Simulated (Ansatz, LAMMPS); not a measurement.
# A frame of Ca2+ TFSI- in gamma-butyrolactone and dimethyl carbonate from 330 K (146 atoms): where an added charge goes, part 3 of 4

Does an extra electron or hole in a frame of Ca2+ TFSI- in gamma-butyrolactone and dimethyl carbonate from 330 K (146 atoms) stay spread out, or do the atoms trap it?

Ansatz 0.2.0; Kohn-Sham DFT, PBE+D3(BJ), PAW (set soft_2), plane waves.

The cell: 4 N, 8 S, 34 O, 32 C, 24 F, 42 H and 2 Ca. The network of contacts between molecules at the start is that of the classical potential that made the cell. Only the Γ point is sampled, in a cell whose shortest periodic width is 12 Å. The liquid is relaxed first.

So far. Step 3 (Relaxation): The relaxation converged after 28 steps, 9.83 eV below its start, with a largest force component of 0.033 eV/Å. Step 5 (An extra electron, atoms held): An extra electron, atoms held: the energy stands 4.63 eV above that of the reference, with a moment of 0.89 μB.

**6. An extra electron, atoms relaxed**

The atoms now respond to the charge; the energy gained comes from screening by the atoms, from trapping if the charge localises, and from any strain left in the reference.

The input, input.yaml:

```yaml
crystal:
  lattice:
    - [12.46183, 0.0, 0.0]
    - [0.0, 12.46183, 0.0]
    - [0.0, 0.0, 12.46183]
  atoms:
    [... the 146 atom lines of step 4 ...]
total_charge: -1
kpoints:
  mp_grid: { grid: [1, 1, 1] }
hamiltonian:
  xc: pbe
  dispersion: d3bj
scf:
  occupations: { method: fermi_dirac, width: 0.01 }
  lower_state_search: "off"
output:
  forces: true
magnetization:
  spin_polarized: true
  initial_magnetization: 1
relax:
  f_tol: 0.05
  max_steps: 90
```

Launch:

```bash
$ ansatz run input.yaml --threads 4 --pin off --max-ram 8192MiB --backend cpu --events-out ev --progress --plain --runs-dir out
```

Numbers of over 12 decimals in the logs are rounded to 6 here.

The log of the run:

```text
[...]
Crystal: 146 atoms, lattice volume = 1935.287 Å³
Basis set: ecut = 420 eV, 37705 PW (Γ), exchange–correlation on 180×180×180 points (8 copies of the dense FFT grid, shifted against one another)
Bands: 462, of which v1, the nominal top of the filled ones, is band 316 counted from 1 (315 counted from 0)
Symmetry: 1 space group operations
[...]
k-points: 1
[... 15 lines on functional and potentials left out ...]
Starting moments: Σ|m| = 1 μB on 146 of 146 sites
[...]
SCF iter   1: F=—  HF=-59905.934419 eV  |F-HF|=—  |Δ(HF+E_count)|=         —  Δρ=1.07e-1 (↑1.06e-1 ↓1.07e-1)  dr2=2.14e3  dr2_m=1.23e-1  M=1.000 μB ∫|m|=1.042 μB  β_m=1.00  ethr=3.10e-3  ⟨swp⟩=10.0  Hψ=4998  notcnv=0  defer=246
[...]
SCF iter  14: F=—  HF=-59755.016055 eV  |F-HF|=—  |Δ(HF+E_count)|=   2.41e-2  Δρ=3.20e-3 (↑3.20e-3 ↓6.63e-4)  dr2=5.31e-1  dr2_m=5.38e-2  M=0.781 μB ∫|m|=0.879 μB  β_m=0.30  ethr=6.96e-5  ⟨swp⟩=7.5  Hψ=1106  notcnv=0  defer=268
[...]
SCF iter  16: F=—  HF=-59755.074709 eV  |F-HF|=—  |Δ(HF+E_count)|=   3.19e-1  Δρ=6.37e-3 (↑6.37e-3 ↓5.36e-4)  dr2=2.01e0  dr2_m=1.98e-1  M=0.973 μB ∫|m|=1.087 μB  β_m=0.11  ethr=6.96e-5  ⟨swp⟩=6.5  Hψ=1257  notcnv=0  defer=277
[...]
SCF iter  30: F=-59755.010677 eV  HF=-59755.010685 eV  |F-HF|=8.51e-6  |Δ(HF+E_count)|=   9.95e-7  Δρ=1.37e-5 (↑1.37e-5 ↓2.65e-6)  dr2=1.01e-5  dr2_m=7.96e-7  M=0.893 μB ∫|m|=0.980 μB  β_m=0.33  ethr=3.71e-9  ⟨swp⟩=2.0  Hψ=1776  notcnv=0
SCF iter  31: F=-59755.010684 eV  HF=-59755.010685 eV  |F-HF|=8.57e-7  |Δ(HF+E_count)|=   1.71e-7  Δρ=4.63e-6 (↑4.63e-6 ↓1.69e-6)  dr2=1.06e-6  dr2_m=1.09e-7  M=0.893 μB ∫|m|=0.980 μB  ethr=1.60e-9  ⟨swp⟩=1.0  Hψ=1588  notcnv=0
SCF 1 converged in 31 iterations: F = -59755.010684 eV  dr2 = 1.06e-6
[...]
relax step   1: F+E_penalty+E_count = -59755.01068419 eV  Δ(F+E_penalty+E_count) = +0.000e0 eV  max|allowed force component| = 1.160e0 eV/Å  Δτ_max = 0.0000 Å  (31 SCF iters, dr2 threshold 6.25e-5 eV, accepted)
[... from here on, the SCF cycles and remarks between the steps are left out ...]
relax step   2: F+E_penalty+E_count = -59755.12386855 eV  Δ(F+E_penalty+E_count) = -1.132e-1 eV  max|allowed force component| = 7.434e-1 eV/Å  Δτ_max = 0.0690 Å  (13 SCF iters, dr2 threshold 8.42e-5 eV, accepted)
relax step   3: F+E_penalty+E_count = -59755.16733934 eV  Δ(F+E_penalty+E_count) = -4.347e-2 eV  max|allowed force component| = 2.870e-1 eV/Å  Δτ_max = 0.0704 Å  (17 SCF iters, dr2 threshold 3.45e-5 eV, accepted)
relax step   4: F+E_penalty+E_count = -59755.17982126 eV  Δ(F+E_penalty+E_count) = -1.248e-2 eV  max|allowed force component| = 1.239e-1 eV/Å  Δτ_max = 0.0292 Å  (16 SCF iters, dr2 threshold 1.23e-5 eV, accepted)
relax step   5: F+E_penalty+E_count = -59755.18600917 eV  Δ(F+E_penalty+E_count) = -6.188e-3 eV  max|allowed force component| = 6.562e-2 eV/Å  Δτ_max = 0.0318 Å  (17 SCF iters, accepted)
relax step   6: F+E_penalty+E_count = -59755.19010257 eV  Δ(F+E_penalty+E_count) = -4.093e-3 eV  max|allowed force component| = 8.581e-2 eV/Å  Δτ_max = 0.0455 Å  (20 SCF iters, accepted)
relax step   7: F+E_penalty+E_count = -59755.19304249 eV  Δ(F+E_penalty+E_count) = -2.940e-3 eV  max|allowed force component| = 1.066e-1 eV/Å  Δτ_max = 0.0536 Å  (19 SCF iters, accepted)
relax step   8: F+E_penalty+E_count = -59755.19568905 eV  Δ(F+E_penalty+E_count) = -2.647e-3 eV  max|allowed force component| = 9.662e-2 eV/Å  Δτ_max = 0.0544 Å  (17 SCF iters, dr2 threshold 1.14e-5 eV, accepted)
relax step   9: F+E_penalty+E_count = -59755.19831014 eV  Δ(F+E_penalty+E_count) = -2.621e-3 eV  max|allowed force component| = 9.420e-2 eV/Å  Δτ_max = 0.0531 Å  (16 SCF iters, dr2 threshold 7.67e-6 eV, accepted)
relax step  10: F+E_penalty+E_count = -59755.20025706 eV  Δ(F+E_penalty+E_count) = -1.947e-3 eV  max|allowed force component| = 9.491e-2 eV/Å  Δτ_max = 0.0544 Å  (15 SCF iters, dr2 threshold 7.29e-6 eV, accepted)
relax step  11: F+E_penalty+E_count = -59755.20202801 eV  Δ(F+E_penalty+E_count) = -1.771e-3 eV  max|allowed force component| = 7.727e-2 eV/Å  Δτ_max = 0.0436 Å  (13 SCF iters, dr2 threshold 8.56e-6 eV, accepted)
relax step  12: F+E_penalty+E_count = -59755.20368083 eV  Δ(F+E_penalty+E_count) = -1.653e-3 eV  max|allowed force component| = 5.096e-2 eV/Å  Δτ_max = 0.0249 Å  (14 SCF iters, dr2 threshold 3.96e-6 eV, accepted)
relax step  13: F+E_penalty+E_count = -59755.20524171 eV  Δ(F+E_penalty+E_count) = -1.561e-3 eV  max|allowed force component| = 2.939e-2 eV/Å  Δτ_max = 0.0305 Å  (17 SCF iters, accepted)
SCF converged after 17 iterations
Magnetization: 1.0000 μB (316.0000 up, 315.0000 down)
Absolute magnetization: 1.1073 μB (∫|ρ↑−ρ↓|, with the PAW one-centre terms)
[...]
Per-site moments (μB) at R_I (Å): [(-0.000114149, 0.649519), (0.000741596, 0.595589), (0.000555798, 0.595589), (-7.282841201547657e-5, 0.604492), (0.000342614, 0.552117), [...]
Free energy (F): -59755.205242 eV
[...]
Internal energy: -59755.197990 eV  (E = F + TS)
E sigma→0 (E₀):  -59755.201616 eV
Entropy (-TS):   -0.007252 eV (-0.050 meV/atom)
Fermi energy:    4.527095 eV
[...]
Σ components = -59755.205242   (vs F -59755.205242, Δ=0.00e0)
--- Forces (eV/Å), atoms counted from 1 ---
  atom   1  N      0.00411305    -0.00186428     0.00224639
  atom   2  S     -0.00336115    -0.00598651     0.00052854
  atom   3  O     -0.00270894     0.00275404     0.00199583
  atom   4  O      0.00195473     0.00415769     0.00076694
[...]
atom 146  Ca    -0.01956044    -0.01980604    -0.00913082
  max |Σ_I F_I| component: 2.55e-5 eV/Å
--- Relaxed structure (13 steps of the walk, 13 accepted, 0 SCFs on fresh bases) ---
  F+E_penalty+E_count = -59755.20524171 eV   max|allowed force component| = 2.939e-2 eV/Å
  atoms:
    - { symbol: N, position: [0.242701, 0.691286, 0.676932] }
    - { symbol: S, position: [0.343777, 0.639233, 0.617401] }
    - { symbol: O, position: [0.445317, 0.679128, 0.656412] }
    - { symbol: O, position: [0.334171, 0.524064, 0.595673] }
[...]
- { symbol: Ca, position: [0.861725, 0.146834, 0.913134] }
```

The job ended after 11 min (4 threads of Arm Neoverse V2, shared host; peak memory 4.7 GiB).

The relaxation converged after 13 steps, 0.195 eV below its start, with a largest force component of 0.029 eV/Å.

An extra electron, atoms relaxed: the energy stands 4.43 eV above that of the reference, with a moment of 1.00 μB.

**7. An extra electron, levels at the relaxed geometry**

A single point at the new geometry gives levels and spin density.

The input, input.yaml:

```yaml
crystal:
  lattice:
    - [12.46183, 0.0, 0.0]
    - [0.0, 12.46183, 0.0]
    - [0.0, 0.0, 12.46183]
  atoms:
    - { symbol: "N", position: [0.2427, 0.69129, 0.67693] }
    - { symbol: S, position: [0.34378, 0.63923, 0.6174] }
    - { symbol: O, position: [0.44532, 0.67913, 0.65641] }
    - { symbol: O, position: [0.33417, 0.52406, 0.59567] }
    - { symbol: C, position: [0.32575, 0.70622, 0.48393] }
    - { symbol: F, position: [0.32424, 0.8131, 0.49483] }
    [... 134 atom lines left out ...]
    - { symbol: H, position: [0.39681, 0.68932, 0.08248] }
    - { symbol: H, position: [0.18738, 0.00104, 0.17116] }
    - { symbol: H, position: [0.25083, 0.99379, 0.29919] }
    - { symbol: H, position: [0.10731, 0.9816, 0.28998] }
    - { symbol: Ca, position: [0.20118, 0.37768, 0.62401] }
    - { symbol: Ca, position: [0.86173, 0.14683, 0.91313] }
total_charge: -1
kpoints:
  mp_grid: { grid: [1, 1, 1] }
hamiltonian:
  xc: pbe
  dispersion: d3bj
scf:
  occupations: { method: fermi_dirac, width: 0.01 }
  lower_state_search: "off"
output:
  forces: true
  stress: true
  populations: intrinsic
  dos:
    method: { smearing: { sigma: 0.08 } }
    de: 0.1
    projected: { site_lists: { C: [C], Ca: [Ca], F: [F], H: [H], "N": ["N"] } }
  eigenvalues: true
  write_density: true
  write_potential: true
  volumetric_format: npy
magnetization:
  spin_polarized: true
  initial_magnetization: 1
```

The log of the run:

```text
[...]
Crystal: 146 atoms, lattice volume = 1935.287 Å³
Basis set: ecut = 420 eV, 37705 PW (Γ), exchange–correlation on 180×180×180 points (8 copies of the dense FFT grid, shifted against one another)
Bands: 462, of which v1, the nominal top of the filled ones, is band 316 counted from 1 (315 counted from 0)
Symmetry: 1 space group operations
[...]
k-points: 1
[... 15 lines on functional and potentials left out ...]
Starting moments: Σ|m| = 1 μB on 146 of 146 sites
[...]
SCF iter   1: F=—  HF=-59904.808708 eV  |F-HF|=—  |Δ(HF+E_count)|=         —  Δρ=1.07e-1 (↑1.06e-1 ↓1.07e-1)  dr2=2.14e3  dr2_m=1.58e-1  M=1.000 μB ∫|m|=1.042 μB  β_m=1.00  ethr=3.10e-3  ⟨swp⟩=10.0  Hψ=4991  notcnv=0  defer=242
[...]
SCF iter  32: F=-59755.205229 eV  HF=-59755.205229 eV  |F-HF|=3.09e-9  |Δ(HF+E_count)|=  5.68e-10  Δρ=2.99e-7 (↑2.99e-7 ↓1.33e-7)  dr2=3.98e-9  dr2_m=5.06e-10  M=1.000 μB ∫|m|=1.104 μB  ethr=3.73e-12  ⟨swp⟩=6.0  Hψ=4249  notcnv=0
SCF 1 converged in 32 iterations: F = -59755.205229 eV  dr2 = 3.98e-9
[...]
SCF converged after 32 iterations
Magnetization: 1.0000 μB (316.0000 up, 315.0000 down)
Absolute magnetization: 1.1073 μB (∫|ρ↑−ρ↓|, with the PAW one-centre terms)
[...]
Per-site moments (μB) at R_I (Å): [(-0.000114138, 0.649544), (0.000741958, 0.595593), (0.000556187, 0.595593), (-7.287846573738406e-5, 0.604500), (0.000342936, 0.552133), [...]
Free energy (F): -59755.205229 eV
[...]
Internal energy: -59755.197977 eV  (E = F + TS)
E sigma→0 (E₀):  -59755.201603 eV
Entropy (-TS):   -0.007253 eV (-0.050 meV/atom)
Fermi energy:    4.527107 eV
[...]
--- Forces (eV/Å), atoms counted from 1 ---
  atom   1  N      0.00471201    -0.00418308     0.00303670
  atom   2  S     -0.00488546    -0.00481148     0.00071757
  atom   3  O     -0.00287614     0.00200261     0.00192739
  atom   4  O      0.00236395     0.00536819     0.00113913
  atom   5  C     -0.01451497    -0.01032095    -0.00008287
  atom   6  F     -0.00108743    -0.00035631    -0.00169821
  atom   7  F      0.00762789     0.00204779    -0.00748416
  atom   8  F      0.00541253     0.00532287     0.00677194
  atom   9  S      0.00302356     0.00148532    -0.00255479
  atom  10  O      0.00161612     0.00155728     0.00090810
  atom  11  O     -0.00140269     0.00525983    -0.00027212
  atom  12  C      0.00242965     0.00124152     0.00514859
  atom  13  F     -0.00086064    -0.00484028    -0.00222572
  atom  14  F      0.00169111     0.00095898    -0.00538410
[...]
atom 145  Ca    -0.00625972     0.00178143    -0.00747021
  atom 146  Ca    -0.01976108    -0.01986260    -0.00900398
  max |Σ_I F_I| component: 2.74e-5 eV/Å
--- Stress (GPa, compression-positive) ---
       -0.010180      -0.023048       0.049551
       -0.023047      -0.046458       0.046412
        0.049551       0.046413      -0.003331
  P = ⅓ Tr σ = -0.0200 GPa (-0.200 kbar)
--- Band table (eV) ---
[...]
--- intrinsic populations: 146 sites ---
  site symbol       q [e]    m [muB]
     0      N      6.0887    -0.0001
     1      S      3.8946     0.0030
     2      O      6.8731     0.0009
[...]
145     Ca      8.2758     0.0002
  spilling = 0.000000 (of n_electrons = 631.000000)
```

Run time: 2.1 min. Hardware: 4 threads; peak memory 4.7 GiB; 8.3 min of CPU time.

An extra electron, levels at the relaxed geometry: the energy stands 4.43 eV above that of the reference, with a moment of 1.00 μB.

A closer look about C62, which holds the most spin: 12 atoms, nearest first, numbered in the order of the input, with positions taken from that point.

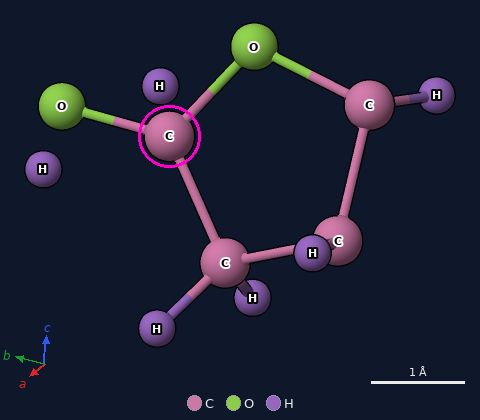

The atoms of the table, within 2.9 Å (arrows a, b, c point along x, y, z); some may hide others; the central atom is ringed.

```
atom      x      y      z  distance (Å)  intrinsic-atomic-orbital charge (e)
 C62   0.00   0.00   0.00          0.00                                 0.40
 O61   0.62   1.03   0.35          1.25                                -0.62
 O66  -1.00  -0.50   0.80          1.38                                -0.36
 C63   0.15  -0.82  -1.25          1.50                                -0.40
 H68   1.01  -1.51  -1.14          2.15                                 0.20
 H67   0.37  -0.18  -2.11          2.15                                 0.19
 C65  -1.62  -1.64   0.13          2.31                                -0.14
 C64  -1.18  -1.58  -1.33          2.38                                -0.35
H119  -1.28   1.94  -1.41          2.72                                 0.17
H127   2.12  -0.69   1.63          2.76                                 0.20
 H69  -1.91  -1.01  -1.92          2.89                                 0.18
 H72  -1.27  -2.56   0.63          2.92                                 0.19
```

The distance from C62 to O66 changes most, from 1.35 Å in the neutral cell to 1.38 Å.

The levels nearest the highest filled one (over half full), pooled over k-points and spins:

```
level less the highest filled one (eV)  occupation
                                 -4.93           1
                                 -4.92           1
                                 -4.89           1
                                     0       0.882
                                0.0403       0.117
                                 0.106           0
                                 0.294           0
                                 0.339           0
```

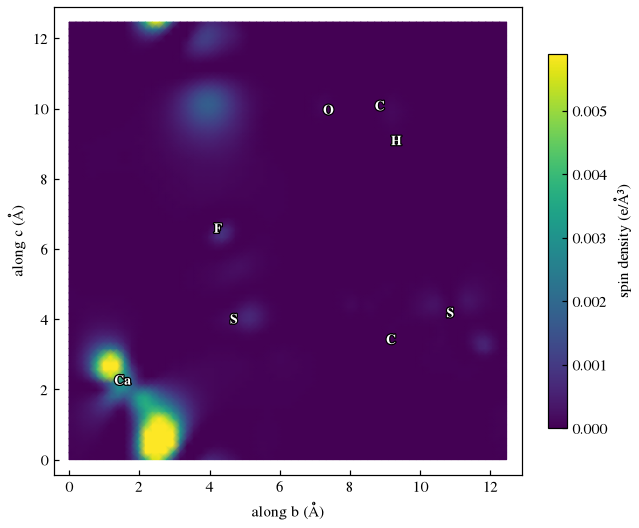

Spin density in the bc plane at fractional x = 0.187, with atoms of S and F and C and O and H and Ca within 0.2 Å of it. The map starts off the cell's origin, so that atoms lie inside it.

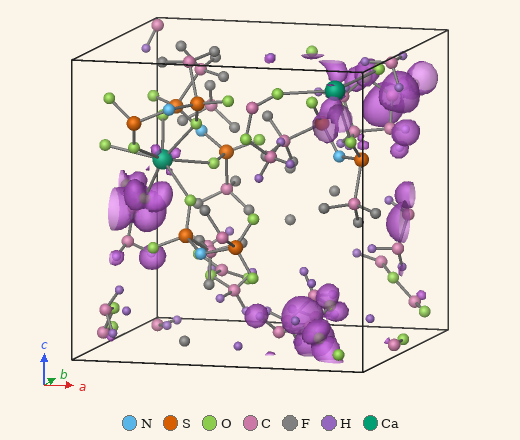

Surface of spin density = 0.0066 e/Å³, which holds about 70 % of the integral of its size. Bonds to atoms that aren't drawn are left out.

**8. Neutral at the geometry of the electron**

The neutral cell at the new geometry gives the energy of that geometry without the charge.

The input, input.yaml:

```yaml
crystal:
  lattice:
    - [12.46183, 0.0, 0.0]
    - [0.0, 12.46183, 0.0]
    - [0.0, 0.0, 12.46183]
  atoms:
    [... the 146 atom lines of step 7 ...]
kpoints:
  mp_grid: { grid: [1, 1, 1] }
hamiltonian:
  xc: pbe
  dispersion: d3bj
scf:
  occupations: { method: fixed }
output:
  forces: true
  stress: true
  populations: intrinsic
  dos:
    method: { smearing: { sigma: 0.08 } }
    de: 0.1
    projected: { site_lists: { C: [C], Ca: [Ca], F: [F], H: [H], "N": ["N"] } }
  eigenvalues: true
```

The log of the run:

```text
[...]
Crystal: 146 atoms, lattice volume = 1935.287 Å³
Basis set: ecut = 420 eV, 37705 PW (Γ), exchange–correlation on 180×180×180 points (8 copies of the dense FFT grid, shifted against one another)
Bands: 461, of which v1, the nominal top of the filled ones, is band 315 counted from 1 (314 counted from 0)
Symmetry: 1 space group operations
[...]
k-points: 1
[...]
SCF iter   1: F=—  HF=-59759.538459 eV  |F-HF|=—  |Δ(HF+E_count)|=         —  Δρ=5.48e-3  dr2=5.67e-1  ethr=1.77e-3  ⟨swp⟩=4.0  Hψ=1730  notcnv=0  defer=143
[...]
SCF iter  10: F=—  HF=-59759.407661 eV  |F-HF|=—  |Δ(HF+E_count)|=   6.90e-8  Δρ=3.49e-6  dr2=2.41e-7  ethr=1.43e-10  ⟨swp⟩=2.0  Hψ=606  notcnv=0  defer=142
SCF iter  11: F=-59759.407661 eV  HF=-59759.407661 eV  |F-HF|=6.67e-9  |Δ(HF+E_count)|=   1.48e-8  Δρ=9.40e-7  dr2=2.42e-8  ethr=1.59e-11  ⟨swp⟩=18.0  Hψ=3330  notcnv=0
SCF 1 converged in 11 iterations: F = -59759.407661 eV  dr2 = 2.42e-8
[...]
SCF converged after 11 iterations
Free energy (F): -59759.407661 eV
[...]
Internal energy: -59759.407661 eV  (E = F + TS)
E sigma→0 (E₀):  -59759.407661 eV
Fermi energy:    -0.491883 eV
[...]
Σ components = -59759.407661   (vs F -59759.407661, Δ=0.00e0)
--- Forces (eV/Å), atoms counted from 1 ---
  atom   1  N     -0.06526814    -0.01557886     0.00547263
  atom   2  S      0.08201971     0.09781018    -0.01252855
  atom   3  O     -0.04187136    -0.04094000     0.00256286
  atom   4  O     -0.05813071    -0.07451550    -0.01883854
[...]
atom 146  Ca     0.14208771     0.24071153     0.06569469
  max |Σ_I F_I| component: 5.60e-5 eV/Å
--- Stress (GPa, compression-positive) ---
       -0.251079      -0.064519       0.129958
       -0.064519      -0.348571      -0.007706
        0.129958      -0.007706      -0.099608
  P = ⅓ Tr σ = -0.2331 GPa (-2.331 kbar)
--- Band table (eV) ---
[...]
--- intrinsic populations: 146 sites ---
  site symbol       q [e]
     0      N      6.0869
     1      S      3.8907
     2      O      6.8703
[...]
145     Ca      8.2749
  spilling = 0.000000 (of n_electrons = 630.000000)
```

It took 33 s on 4 threads; peak memory 2.8 GiB; 2.1 min of CPU time.

Neutral at the geometry of the electron: the energy stands 0.229 eV above that of the reference.

(Continued in part 4 of 4.)

[Logs are printed without paths, hosts, clocks, repeated set-up lines and the standing remarks that a program may print on its own settings, such as how far it seeks lower states.]

[Hosts, paths, dates, database ids (printed as entryN), source tags and the programs' standing remarks are cut or masked in the printed files.]
